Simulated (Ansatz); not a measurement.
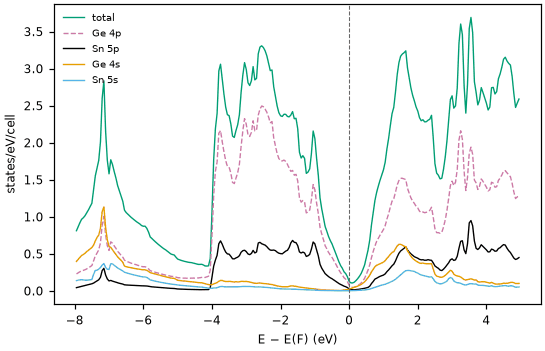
Total and projected density of states of SnGe$_{3}$ in space group P-4m2 (No. 115; Ge on 2g, Ge on 1a, Sn on 1c), plane-wave PAW PBEsol (Ansatz code)

Q: Which orbitals carry the states next to the Fermi level?

A: Within 0.5 eV of the Fermi level: Ge 4p 62 %, Sn 5p 20 %, Ge 4s 14 %. Projections are on Löwdin-orthogonalised atomic valence shells; empty p or d shells of many metals are not among them.

Q: Where is the tallest occupied peak in this window, and what makes it?

A: Near -2.5 eV, about 3.3 states/eV per cell; the largest projected share is Ge 4p.

The start of the workflow was typed in or built on a structure type; neither database checked (COD, Materials Project) lists it. Its standing as an ambient phase is unchecked. Symmetry was held in the PBEsol relaxation; its stability against distortions is not shown here. Spin–orbit coupling is left out wherever it is not named.

Potentials: the earlier of the program's two PAW sets. The files were generated under PBE; for other functionals the program regenerates the frozen cores, and for LDA and PBEsol the local potential too.
